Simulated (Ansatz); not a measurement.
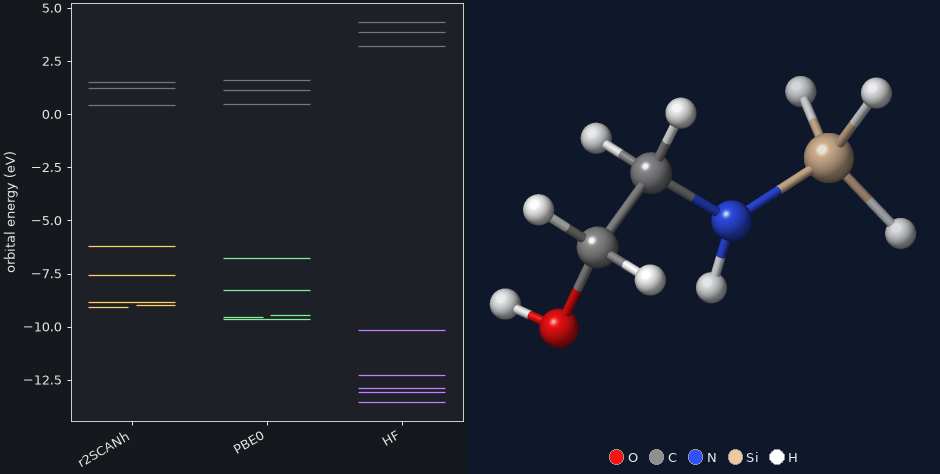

Frontier orbital energies of C₂H₉NOSi, SMILES OCCN[SiH3] at one geometry, def2-TZVPP, the Ansatz code, at a PBE0-D4/def2-TZVP geometry (a minimum by its frequencies). Empty levels are grey, levels within 0.1 eV stand side by side; all columns show the same few orbitals around the gap.

Compare the HOMO-LUMO separations.

The separation grows from 6.62 eV (r2SCANh) to 13.34 eV (HF).

| level | HOMO (eV) | LUMO (eV) | separation (eV) |
| --- | --- | --- | --- |
| r2SCANh | −6.20 | 0.42 | 6.62 |
| PBE0 | −6.78 | 0.47 | 7.25 |
| HF | −10.14 | 3.20 | 13.34 |

Caveats, for all or some of the runs: empty levels above zero depend strongly on the basis; one conformer of a flexible molecule.
